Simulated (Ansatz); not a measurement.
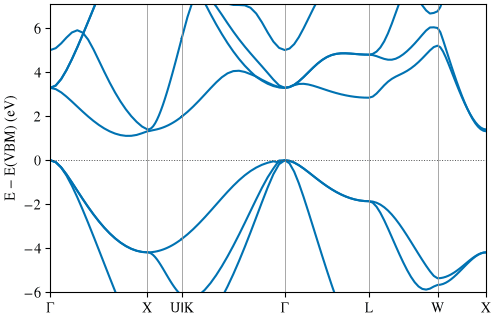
Figure: Band structure from the program Ansatz at the LDA level (PAW)

Problem. Read off the gap and where the band edges lie.

Solution. About 1.1 eV (1.10 eV by a search for the band edges); maximum at Γ, minimum on the Γ–X line, 80 % of the way from Γ.

Problem. Which of these materials gives this?
(A) BAs, zinc blende
(B) BeS, zinc blende
(C) CdSe, zinc blende

Solution. A, BAs, zinc blende

Space group F-43m (zinc blende). Symmetry was held in the LDA relaxation; phonons on a q-mesh show no instability. Scalar-relativistic: spin–orbit coupling is off unless named, which matters more the heavier the elements.

Potentials: the later of the program's two PAW sets.
